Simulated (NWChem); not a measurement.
Energy and gradient calculation of C₂H₁₀BNSi (part 1 of 2)

C₂H₁₀BNSi, SMILES BN([SiH3])CC, computed with HF/def2-SVP, RHF (NWChem 7.3.0).

The geometry comes from this level: PBE0-D4/def2-TZVP.

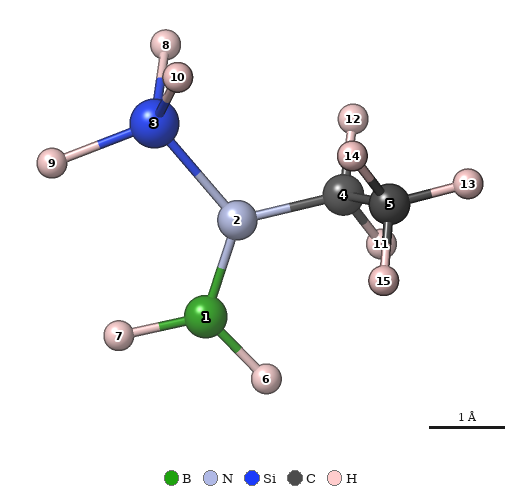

The structure (ball-and-stick view, seen at a tilt; atoms are numbered from 1 in the order of the input). Bond lengths as drawn: B–H 1.20 Å, B–N 1.40 Å, C–C 1.52 Å, C–H 1.09 to 1.10 Å, C–N 1.47 Å, H–Si 1.48 to 1.49 Å and N–Si 1.75 Å.

The input:
```
start job
memory total 2200 mb
charge 0
geometry units bohr noautosym nocenter noautoz
B   1.84909701  3.04567160 -0.07823466
N   1.06845115  0.53800503  0.16837460
Si  1.72815454 -1.26914007  2.85707693
C  -0.33674920 -0.72395408 -1.86005742
C  -3.17549578 -0.50720249 -1.52897741
H   1.40179884  4.15531878 -2.00537736
H   2.95420885  4.04420288  1.62478652
H   3.31817010 -3.47104895  2.12556394
H   3.05379742  0.32692262  4.73036244
H  -0.64874298 -2.28789142  3.96256671
H   0.23035761  0.11678507 -3.65813183
H   0.21505083 -2.72007178 -1.93564647
H  -4.16079898 -1.49042699 -3.05398639
H  -3.78814499 -1.32809952  0.26304988
H  -3.75072841  1.47474227 -1.55562255
end
basis spherical bse
B library def2-SVP
N library def2-SVP
Si library def2-SVP
C library def2-SVP
H library def2-SVP
end
scf
thresh 1e-08
maxiter 80
end
task scf gradient
```

Run as:
```bash
nwchem job.nw > job.out
```

What the program printed:
```
Northwest Computational Chemistry Package (NWChem) 7.3.0
             --------------------------------------------------------

           Job information
           ---------------

    nwchem branch   = 7.3.0
    use scalapack   = T
    input           = job.nw
    prefix          = job.
    data base       = ./job.db
    status          = startup
    nproc           =        1

           Memory information
           ------------------

    heap     =     72089596 doubles =      550.0 Mbytes
    stack    =     72089601 doubles =      550.0 Mbytes
    global   =    144179200 doubles =     1100.0 Mbytes (distinct from heap & stack)
    total    =    288358397 doubles =     2200.0 Mbytes
    verify   = yes
    hardfail = no

           Directory information
           ---------------------

  0 permanent = .
  0 scratch   = .

                                NWChem Input Module
                                -------------------

                             Geometry "geometry" -> ""
                             -------------------------

 Output coordinates in a.u. (scale by  1.000000000 to convert to a.u.)

  No.       Tag          Charge          X              Y              Z
 ---- ---------------- ---------- -------------- -------------- --------------
    1 B                    5.0000     1.84909701     3.04567160    -0.07823466
    2 N                    7.0000     1.06845115     0.53800503     0.16837460
    3 Si                  14.0000     1.72815454    -1.26914007     2.85707693
    4 C                    6.0000    -0.33674920    -0.72395408    -1.86005742
    5 C                    6.0000    -3.17549578    -0.50720249    -1.52897741
    6 H                    1.0000     1.40179884     4.15531878    -2.00537736
    7 H                    1.0000     2.95420885     4.04420288     1.62478652
    8 H                    1.0000     3.31817010    -3.47104895     2.12556394
    9 H                    1.0000     3.05379742     0.32692262     4.73036244
   10 H                    1.0000    -0.64874298    -2.28789142     3.96256671
   11 H                    1.0000     0.23035761     0.11678507    -3.65813183
   12 H                    1.0000     0.21505083    -2.72007178    -1.93564647
   13 H                    1.0000    -4.16079898    -1.49042699    -3.05398639
   14 H                    1.0000    -3.78814499    -1.32809952     0.26304988
   15 H                    1.0000    -3.75072841     1.47474227    -1.55562255

      Atomic Mass
      -----------

      B                 11.009310
      N                 14.003070
      Si                27.976930
      C                 12.000000
      H                  1.007825

 Effective nuclear repulsion energy (a.u.)     226.6795664979

            Nuclear Dipole moment (a.u.)
            ----------------------------
        X                 Y               Z
 ---------------- ---------------- ----------------
    18.6703050700    -7.3400742300    20.9498818300

            XYZ format geometry
            -------------------
    15
 geometry
 B                     0.97850007     1.61170012    -0.04140000
 N                     0.56540004     0.28470002     0.08910001
 Si                    0.91450007    -0.67160005     1.51190011
 C                    -0.17820002    -0.38310003    -0.98430007
 C                    -1.68040012    -0.26840002    -0.80910006
 H                     0.74180005     2.19890016    -1.06120007
 H                     1.56330011     2.14010015     0.85980006
 H                     1.75590013    -1.83680013     1.12480008
 H                     1.61600012     0.17300001     2.50320018
 H                    -0.34330003    -1.21070009     2.09690015
 H                     0.12190001     0.06180000    -1.93580014
 H                     0.11380001    -1.43940010    -1.02430007
 H                    -2.20180016    -0.78870005    -1.61610012
 H                    -2.00460014    -0.70280005     0.13920001
 H                    -1.98480014     0.78040006    -0.82320006

 ==============================================================================
                                internuclear distances
 ------------------------------------------------------------------------------
       center one      |      center two      | atomic units |       a.u.
 ------------------------------------------------------------------------------
    2 N                |   1 B                |     2.63792  |     2.63792
    3 Si               |   2 N                |     3.30607  |     3.30607
    4 C                |   2 N                |     2.77158  |     2.77158
    5 C                |   4 C                |     2.86620  |     2.86620
    6 H                |   1 B                |     2.26832  |     2.26832
    7 H                |   1 B                |     2.26244  |     2.26244
    8 H                |   3 Si               |     2.81277  |     2.81277
    9 H                |   3 Si               |     2.79534  |     2.79534
   10 H                |   3 Si               |     2.81240  |     2.81240
   11 H                |   4 C                |     2.06435  |     2.06435
   12 H                |   4 C                |     2.07236  |     2.07236
   13 H                |   5 C                |     2.06475  |     2.06475
   14 H                |   5 C                |     2.06412  |     2.06412
   15 H                |   5 C                |     2.06391  |     2.06391
 ------------------------------------------------------------------------------
                         number of included internuclear distances:         14
 ==============================================================================

 ==============================================================================
                                 internuclear angles
 ------------------------------------------------------------------------------
        center 1       |       center 2       |       center 3       |  degrees
 ------------------------------------------------------------------------------
    2 N                |   1 B                |   6 H                |   119.09
    2 N                |   1 B                |   7 H                |   119.59
    6 H                |   1 B                |   7 H                |   121.33
    1 B                |   2 N                |   3 Si               |   122.45
    1 B                |   2 N                |   4 C                |   120.96
    3 Si               |   2 N                |   4 C                |   116.58
    2 N                |   3 Si               |   8 H                |   109.22
    2 N                |   3 Si               |   9 H                |   109.12
    2 N                |   3 Si               |  10 H                |   110.43
    8 H                |   3 Si               |   9 H                |   110.68
    8 H                |   3 Si               |  10 H                |   107.24
    9 H                |   3 Si               |  10 H                |   110.13
    2 N                |   4 C                |   5 C                |   112.53
    2 N                |   4 C                |  11 H                |   108.22
    2 N                |   4 C                |  12 H                |   109.28
    5 C                |   4 C                |  11 H                |   109.99
    5 C                |   4 C                |  12 H                |   109.92
   11 H                |   4 C                |  12 H                |   106.70
    4 C                |   5 C                |  13 H                |   110.57
    4 C                |   5 C                |  14 H                |   111.36
    4 C                |   5 C                |  15 H                |   110.31
   13 H                |   5 C                |  14 H                |   108.07
   13 H                |   5 C                |  15 H                |   108.35
   14 H                |   5 C                |  15 H                |   108.08
 ------------------------------------------------------------------------------
                            number of included internuclear angles:         24
 ==============================================================================

                      Basis "ao basis" -> "" (spherical)
                      -----
  [basis functions not shown]

 Summary of "ao basis" -> "" (spherical)
 ------------------------------------------------------------------------------
       Tag                 Description            Shells   Functions and Types
 ---------------- ------------------------------  ------  ---------------------
 B                          def2-SVP                 6       14   3s2p1d
 N                          def2-SVP                 6       14   3s2p1d
 Si                         def2-SVP                 8       18   4s3p1d
 C                          def2-SVP                 6       14   3s2p1d
 H                          def2-SVP                 3        5   2s1p

                                 NWChem SCF Module
                                 -----------------

  ao basis        = "ao basis"
  functions       =   124
  atoms           =    15
  closed shells   =    24
  open shells     =     0
  charge          =   0.00
  wavefunction    = RHF
  input vectors   = atomic
  output vectors  = ./job.movecs
  use symmetry    = F
  symmetry adapt  = F

 Summary of "ao basis" -> "ao basis" (spherical)
 ------------------------------------------------------------------------------
       Tag                 Description            Shells   Functions and Types
 ---------------- ------------------------------  ------  ---------------------
 B                          def2-SVP                 6       14   3s2p1d
 N                          def2-SVP                 6       14   3s2p1d
 Si                         def2-SVP                 8       18   4s3p1d
 C                          def2-SVP                 6       14   3s2p1d
 H                          def2-SVP                 3        5   2s1p

 Forming initial guess at       0.0s

      Superposition of Atomic Density Guess
      -------------------------------------

 Sum of atomic energies:        -447.72913173

      Non-variational initial energy
      ------------------------------

 Total energy =    -450.798917
 1-e energy   =   -1062.251671
 2-e energy   =     384.773188
 HOMO         =      -0.336029
 LUMO         =       0.011236

 Starting SCF solution at       0.3s

 ----------------------------------------------
         Quadratically convergent ROHF

 Convergence threshold     :          1.000E-08
 Maximum no. of iterations :           80
 Final Fock-matrix accuracy:          1.000E-10
 ----------------------------------------------

              iter       energy          gnorm     gmax       time
             ----- ------------------- --------- --------- --------
                 1     -449.3917171178  8.54D-01  1.35D-01      1.6
                 2     -449.4521730735  2.98D-01  3.63D-02      2.9
                 3     -449.4594231671  1.75D-02  2.78D-03      6.2
                 4     -449.4594528926  1.30D-04  5.35D-05     11.3
                 5     -449.4594528961  8.65D-09  1.80D-09     21.6

       Final RHF  results
       ------------------

         Total SCF energy =   -449.459452896085
      One-electron energy =  -1066.413912363922
      Two-electron energy =    390.274892969967
 Nuclear repulsion energy =    226.679566497870

        Time for solution =     21.2s

             Final eigenvalues
             -----------------

              1
    1  -68.7711
    2  -15.5495
    3  -11.2696
    4  -11.2270
    5   -7.5962
    6   -6.1395
    7   -4.2503
    8   -4.2499
    9   -4.2496
   10   -1.1817
   11   -0.9948
   12   -0.8396
   13   -0.7542
   14   -0.6785
   15   -0.6264
   16   -0.5973
   17   -0.5735
   18   -0.5443
   19   -0.5274
   20   -0.4948
   21   -0.4874
   22   -0.4783
   23   -0.4494
   24   -0.4019
   25    0.1340
   26    0.1589
   27    0.1918
   28    0.1974
   29    0.2122
   30    0.2383
   31    0.2430
   32    0.2488
   33    0.2722
   34    0.2848

                       ROHF Final Molecular Orbital Analysis
                       -------------------------------------

 Vector   10  Occ=2.000000D+00  E=-1.181660D+00
              MO Center=  3.4D-01,  1.4D-01, -1.6D-01, r^2= 1.1D+00
   Bfn.  Coefficient  Atom+Function         Bfn.  Coefficient  Atom+Function
  ----- ------------  ---------------      ----- ------------  ---------------
    16      0.454380   2 N  s                17      0.277548   2 N  s
    48      0.257363   4 C  s                15      0.234071   2 N  s

 Vector   11  Occ=2.000000D+00  E=-9.947680D-01
              MO Center= -8.7D-01, -1.9D-01, -6.9D-01, r^2= 2.2D+00
   Bfn.  Coefficient  Atom+Function         Bfn.  Coefficient  Atom+Function
  ----- ------------  ---------------      ----- ------------  ---------------
    62      0.378040   5 C  s                48      0.248992   4 C  s
    16     -0.214379   2 N  s                61     -0.194979   5 C  s

 Vector   12  Occ=2.000000D+00  E=-8.395632D-01
              MO Center= -5.8D-01, -2.0D-01, -6.8D-01, r^2= 2.9D+00
   Bfn.  Coefficient  Atom+Function         Bfn.  Coefficient  Atom+Function
  ----- ------------  ---------------      ----- ------------  ---------------
    48      0.317670   4 C  s                62     -0.268022   5 C  s
   105      0.168788  12 H  s               100      0.162593  11 H  s
    47     -0.155861   4 C  s

 Vector   13  Occ=2.000000D+00  E=-7.542237D-01
              MO Center=  6.3D-01, -9.5D-02,  5.1D-01, r^2= 3.0D+00
   Bfn.  Coefficient  Atom+Function         Bfn.  Coefficient  Atom+Function
  ----- ------------  ---------------      ----- ------------  ---------------
    31      0.410512   3 Si s                30      0.269851   3 Si s
    19      0.252417   2 N  py                2     -0.207878   1 B  s
    20     -0.159639   2 N  pz

 Vector   14  Occ=2.000000D+00  E=-6.784934D-01
              MO Center=  4.6D-01,  1.3D-01,  5.2D-02, r^2= 4.2D+00
   Bfn.  Coefficient  Atom+Function         Bfn.  Coefficient  Atom+Function
  ----- ------------  ---------------      ----- ------------  ---------------
    52     -0.247980   4 C  pz               31      0.238817   3 Si s
     2      0.204672   1 B  s               100      0.166549  11 H  s
    19     -0.160524   2 N  py               18     -0.157343   2 N  px
    30      0.152648   3 Si s

 Vector   15  Occ=2.000000D+00  E=-6.264493D-01
              MO Center= -2.0D-01, -4.0D-01, -1.6D-01, r^2= 4.2D+00
   Bfn.  Coefficient  Atom+Function         Bfn.  Coefficient  Atom+Function
  ----- ------------  ---------------      ----- ------------  ---------------
    51      0.283567   4 C  py               31      0.221348   3 Si s
   105     -0.221114  12 H  s                65      0.219764   5 C  py
   120      0.161075  15 H  s

 Vector   16  Occ=2.000000D+00  E=-5.973282D-01
              MO Center= -2.9D-01,  4.6D-01, -4.5D-01, r^2= 4.7D+00
   Bfn.  Coefficient  Atom+Function         Bfn.  Coefficient  Atom+Function
  ----- ------------  ---------------      ----- ------------  ---------------
    66      0.220892   5 C  pz                2      0.204850   1 B  s
   110     -0.198363  13 H  s                75      0.174777   6 H  s
    52      0.158744   4 C  pz               64      0.152041   5 C  px

 Vector   17  Occ=2.000000D+00  E=-5.735092D-01
              MO Center= -2.6D-01, -3.5D-02, -3.7D-01, r^2= 3.5D+00
   Bfn.  Coefficient  Atom+Function         Bfn.  Coefficient  Atom+Function
  ----- ------------  ---------------      ----- ------------  ---------------
    50      0.300919   4 C  px               64     -0.286311   5 C  px
    20      0.240654   2 N  pz               23     -0.175826   2 N  pz
   115      0.157697  14 H  s
```
